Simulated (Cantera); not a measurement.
Input: 1 mol LiOH, a varied amount of H2, equilibrated at 2098 K and 600000 Pa.

Cantera equilibrium calculation (NASA polynomials, part measured and part estimated; ideal gas, pure solids and liquids). Candidate condensed phases: H2O, Li, LiH, LiOH, Li2O; 17 gas species. Equilibrium is a limit: real reactors are often held back by kinetics, nucleation or transport.

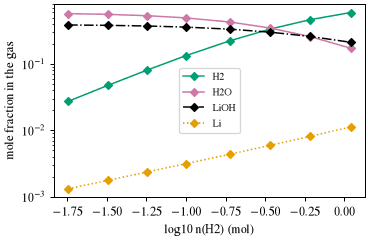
Figure: Equilibrium gas composition (values under 1e-9 drawn at 1e-9)

Question: Read off the mole fractions at 0.018 mol H2.

Answer: H2O about 0.58, LiOH about 0.39, H2 about 0.027, Li about 0.0013.
